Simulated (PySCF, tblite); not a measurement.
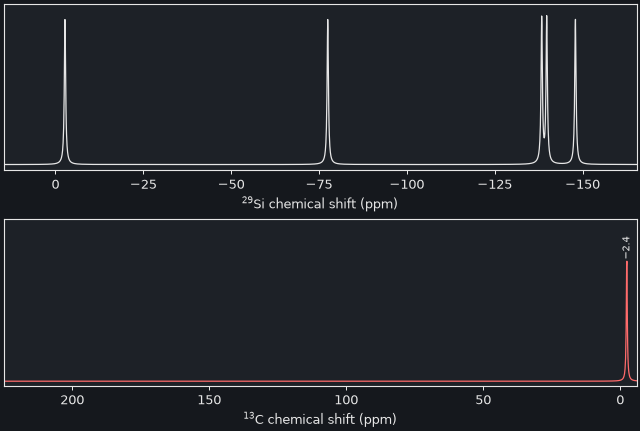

GIAO shifts, PBE0/pcSseg-1 with PySCF, at a GFN2-xTB geometry (a minimum by its frequencies), against TMS for ²⁹Si and TMS for ¹³C computed at the same level. Gas phase, fully decoupled, line heights follow the number of nuclei, widths are arbitrary (no quadrupolar broadening); values of one conformer, averaged over methyl-type rotors and exact or near symmetry; other conformers aren't averaged in.

### Which molecule was computed?
A. CH₁₃BOSi₅, SMILES [SiH3]C[Si@@H]1B[SiH2]O[SiH2][SiH2]1
B. CH₁₃BOSi₅, SMILES [SiH3]C[Si@H]1OB[SiH2][SiH2][SiH2]1
C. CH₁₃BSi₅, SMILES [SiH3]C[Si@H]1B[SiH2][SiH2][SiH2]1
D. C₄H₈F₃NSi, SMILES FC[Si@@H]1C[C@@H](C(F)F)N1

B. Its ²⁹Si signals: −2.7 (1 Si), −77.5 (1 Si), −138.4 (1 Si), −139.8 (1 Si), −148.0 (1 Si) ppm. Its ¹³C signals: −2.4 (1 C) ppm.

Note: the tight-binding geometry is rougher than a DFT one and adds to the error.
